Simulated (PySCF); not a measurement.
# WOH₂: structure of the triplet

Where does triplet WOH₂ go from a trigonal planar start, is the end point a minimum, and what are its modes, charges and moments?

Method: PBE0, basis W def2-TZVP with ECP60, O def2-TZVP, H def2-TZVP, scalar-relativistic core potentials, no spin–orbit coupling, density fitting; program: PySCF 2.14.0.

**1. Starting geometry**

4 atoms, charge 0, spin multiplicity 3.

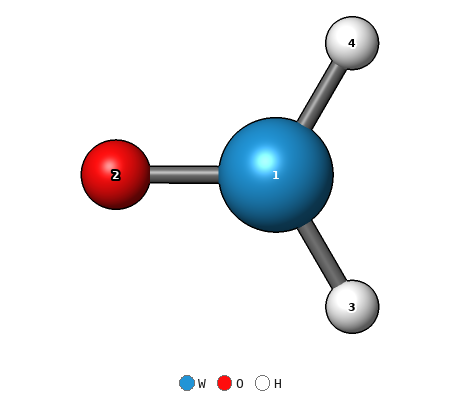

As it starts; tungsten blue, oxygen red, hydrogen white; atoms are numbered from 1 in the order of the file.

```xyz
4
charge 0 multiplicity 3
W     0.0659    0.1141    0.0000
O    -0.8192   -1.4188    0.0000
H     1.7559    0.1141    0.0000
H    -0.7791    1.5777    0.0000
```

**2. Relaxing the triplet from the trigonal planar start**

One driver script runs all steps and calls PySCF; scf.py shows how it sets up the SCF of each step. The optimiser is the driver's own. Before each start the driver seeks the lowest SCF state from one or more starting densities and follows internal instabilities, so scf.py alone need not reach the same state.

The program finds C2v symmetry in the start, which this walk keeps. Threshold on the gradient: 0.0003 Eh/bohr, with a further test on the energy change.

Input file scf.py:

```python
from pyscf import gto, scf, dft
mol = gto.M(atom='''
W      0.065877     0.114097     0.000000
O     -0.819172    -1.418775    -0.000000
H      1.755884     0.114063     0.000000
H     -0.779090     1.577707     0.000000''',
    basis={'W': 'def2-TZVP', 'O': 'def2-TZVP', 'H': 'def2-TZVP'},
    ecp={'W': 'def2-TZVP'},
    charge=0, spin=2)
mf = dft.UKS(mol, xc='PBE0')
mf.grids.atom_grid = (50, 194)
aux = {'W': 'def2-universal-JKFIT', 'O': 'def2-universal-JKFIT', 'H': 'def2-universal-JKFIT'}
mf = mf.density_fit(auxbasis=aux)
mf.kernel()
```

Energy and gradient, step by step:

| step | energy (Eh) | change (kJ/mol) | largest symmetric gradient (Eh/bohr) |
| --- | --- | --- | --- |
| 0 | -143.412236 | 0.00 | 0.07870 |
| 1 | -143.420726 | -22.29 | 0.02332 |
| 2 | -143.422084 | -25.85 | 0.00477 |
| 3 | -143.422497 | -26.94 | 0.00267 |
| 4 | -143.422547 | -27.07 | 0.00086 |
| 5 | -143.422554 | -27.09 | 0.00074 |
| 6 | -143.422557 | -27.10 | 0.00020 |

The walk ran for 7 s (4 threads, shared host).

Positions (Å) and forces (eV/Å) along the way:

```
step 0
W    0.066   0.114   0.000  -2.340  -4.045   0.000
O   -0.819  -1.419   0.000   2.117   3.660   0.000
H    1.756   0.114   0.000   0.776  -0.191   0.000
H   -0.779   1.578   0.000  -0.553   0.576   0.000
step 1
W    0.052   0.090   0.000   0.651   1.127   0.000
O   -0.777  -1.346   0.000  -0.694  -1.199   0.000
H    1.767   0.075   0.000   0.504  -0.243   0.000
H   -0.819   1.568   0.000  -0.462   0.315   0.000
step 3
W    0.065   0.113   0.000  -0.035  -0.061   0.000
O   -0.774  -1.341   0.000   0.079   0.138   0.000
H    1.811   0.031   0.000   0.009  -0.056   0.000
H   -0.879   1.584   0.000  -0.053  -0.021   0.000
step 6
W    0.070   0.122   0.000   0.006   0.010   0.000
O   -0.768  -1.329   0.000  -0.005  -0.007   0.000
H    1.817   0.014   0.000  -0.004   0.001   0.000
H   -0.896   1.581   0.000   0.003  -0.004   0.000
```

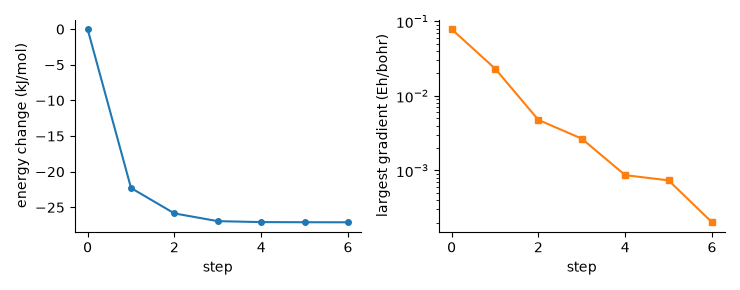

Energy and largest gradient along the walk.

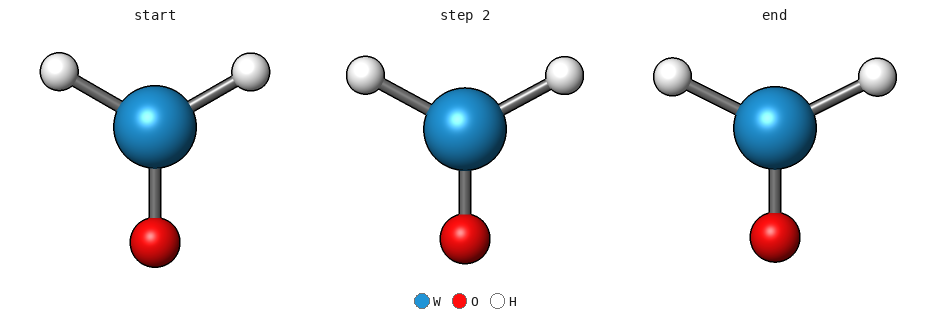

Start and end of the relaxation, with a step between.

It settles in C2v symmetry, 27.1 kJ/mol below the start, after 6 steps: W–H 1.750 Å (×2), W–O 1.675 Å; H–W–H 127.0°, H–W–O 116.5° (×2).

**3. Hessian and properties**

The point is checked on the finer grid, and tightened if its gradient asks for it. The Hessian and the dipole derivatives come from central differences of analytic gradients, with steps of 0.01 bohr.

scf.py, as its differences from that of step 2:

```diff
@@ -3,4 +3,4 @@
-W      0.065877     0.114097     0.000000
-O     -0.819172    -1.418775    -0.000000
-H      1.755884     0.114063     0.000000
-H     -0.779090     1.577707     0.000000''',
+W      0.062506     0.108258    -0.000000
+O     -0.775371    -1.342913     0.000000
+H      1.808816     0.000991     0.000000
+H     -0.903479     1.567016    -0.000000''',
@@ -11 +11 @@
-mf.grids.atom_grid = (50, 194)
+mf.grids.atom_grid = (75, 302)
```

The driver hands on the density of the step before, so the log starts near convergence.

SCF at the final geometry:

```text
init E= -143.422554711733
[... the frontier-level lines of each cycle are left out ...]
cycle= 1 E= -143.422554711713  delta_E= 2.02e-11  |g|= 1.2e-05  |ddm|= 1.61e-05
cycle= 2 E= -143.422554711494  delta_E= 2.18e-10  |g|= 2.7e-05  |ddm|= 2.11e-05
cycle= 3 E= -143.422554711753  delta_E= -2.59e-10  |g|= 6.8e-06  |ddm|= 1.37e-05
cycle= 4 E= -143.422554711774  delta_E= -2.08e-11  |g|= 4.15e-07  |ddm|= 4.96e-06
Extra cycle  E= -143.422554711776  delta_E= -1.88e-12  |g|= 3.36e-07  |ddm|= 7.22e-07
converged SCF energy = -143.422554711776  <S^2> = 2.0230163  2S+1 = 3.0153052
```

The whole step took 20 s.

Geometry: C2v; W–H 1.750 Å (×2), W–O 1.676 Å; H–W–H 127.0°, H–W–O 116.5° (×2).

Harmonic modes (main isotopes):

```csv
symmetry,ω (cm⁻¹),IR (km/mol),μ (u),type
b1,307,76.1,1.06,bend
b2,524,0.4,1.16,bend
a1,788,11.4,1.06,bend
a1,1074,162,10.45,mixed
b2,1884,257,1.02,stretch
a1,1917,105,1.01,stretch
```

All wavenumbers are real: a minimum.

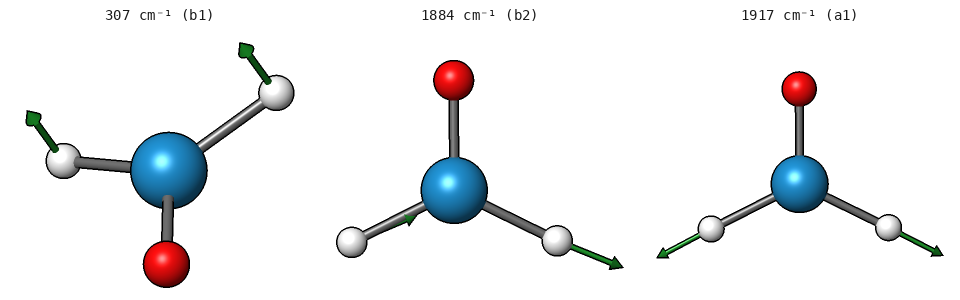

How the atoms move in 3 of the modes.

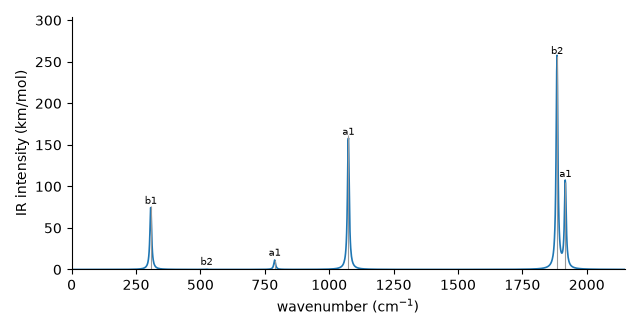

The harmonic infrared spectrum (widths in cm⁻¹). Lines are broadened to a width of 8 cm⁻¹ (Lorentzian).

Properties at this point:

```yaml
Dipole_moment: 1.78 D
Highest_occupied_level: -7.30 eV
Lowest_empty_level: -2.85 eV
Rotational_constants: 3.41, 0.3921, 0.3517 cm⁻¹
Zero-point_energy: 38.8 kJ/mol
Principal_polarisabilities: 43.8, 45.5, 46.6 bohr³
Atomisation_energy_without_zero-point_energy: 1291 kJ/mol
Principal_traceless_quadrupole_moments_about_the_centre_of_mass: -3.47, -1.91, 5.38 D Å
Entropy_at_298.15_K_and_1_bar_electronic_part_spin_only: 274.8 J/(mol K)
Heat_capacity_Cp_at_298.15_K: 49.4 J/(mol K)
Enthalpy_at_298.15_K_above_0_K: 11.83 kJ/mol
Rotational_symmetry_number: 2
Spin_squared_⟨S²⟩: 2.023
```

Populations by atom (charges in e):

| atom | Mulliken | Löwdin | polar tensor | spin (Mulliken) | Mayer order to W1 |
| --- | --- | --- | --- | --- | --- |
| W1 | 0.67 | 0.53 | 1.18 | 2.32 | – |
| O2 | -0.44 | -0.24 | -0.68 | -0.17 | 2.23 |
| H3,4 | -0.11 | -0.15 | -0.25 | -0.08 | 0.95 |

Mulliken populations on W1 (outside its core potential): s 2.85, p 6.44, d 3.98, f 0.06.

**4. Outcome**

| quantity | value |
| --- | --- |
| minimum | triplet, C2v |
| geometry | W–H 1.750 Å (×2), W–O 1.676 Å; H–W–H 127.0°, H–W–O 116.5° (×2) |
| wavenumbers (cm⁻¹) | 307 (b1), 524 (b2), 788 (a1), 1074 (a1), 1884 (b2), 1917 (a1) |
| dipole moment | 1.78 D |
| highest occupied, lowest empty level (either spin) | -7.30, -2.85 eV |
| polar-tensor charge of W1 | +1.18 e |
| zero-point energy | 38.8 kJ/mol |
| entropy at 298.15 K | 274.8 J/(mol K) |
| atomisation energy (no zero-point energy) | 1291 kJ/mol |
| ⟨S²⟩ | 2.023 |

What this shows: The molecule stays C2v, as typed, and the end point is a minimum. In the infrared the band at 1884 cm⁻¹ (b2, stretch) leads. Most of the spin sits on W1 (Mulliken spin 2.32, against 2 for the whole molecule). Only this shape and spin were tried, so other structures or states may lie lower. Open d and f shells are described by one determinant, and the ground state may have another occupation or spin. With an element this heavy the missing spin–orbit coupling can shift these numbers.

The search up to here took 32 s.
